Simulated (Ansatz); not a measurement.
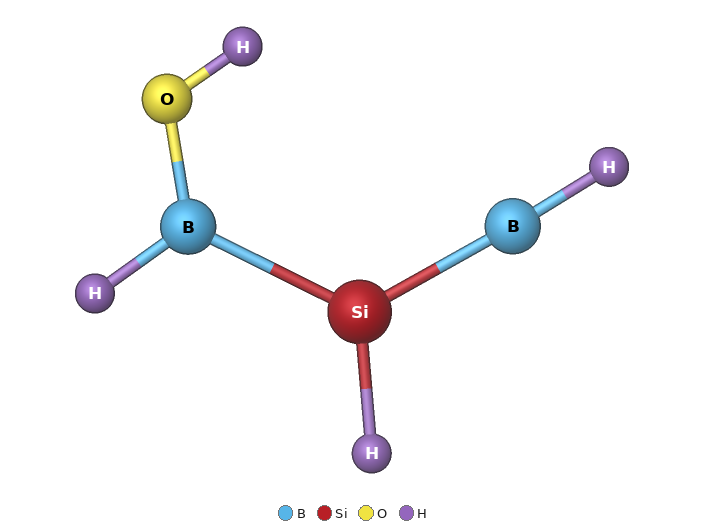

All atoms lie in one plane, which faces the viewer. The geometry was computed by an optimisation with PBE0-D4/def2-TZVP. No frequency run is at hand to confirm it as a minimum.

**Which symmetry elements does this geometry have?**

It has 1 mirror plane, so the point group is Cs. The group has 2 operations. The geometry is achiral, and symmetry allows a dipole moment.
